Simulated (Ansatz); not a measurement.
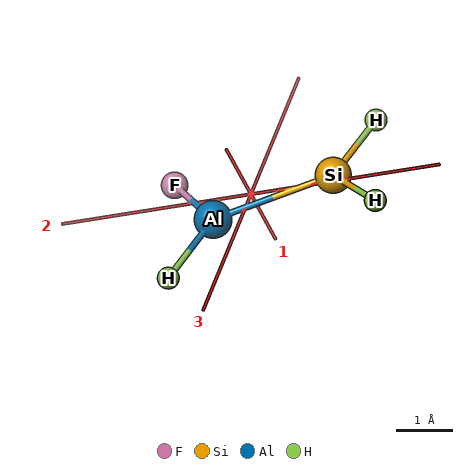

The three principal axes of inertia are drawn and numbered. Depth is shown by fading: the farther an atom, the more it takes the colour of the background. State: neutral, doublet. The geometry was computed by an optimisation with PBE0-D4/def2-TZVP. No frequency run is at hand to confirm it as a minimum. Masses are those of the most abundant isotopes; constants are for the rigid equilibrium geometry.

> Which line is the a axis (least moment of inertia), which b and which c?

a is line 2, b is line 3, c is line 1; the moments are 23.9, 159, 183 u Å².

> What kind of rotor is it, and what are its rotational constants in cm⁻¹?

An asymmetric top (Cs): A = 0.705, B = 0.106, C = 0.0923 cm⁻¹. Ray's parameter κ is −0.95, close to the prolate limit.
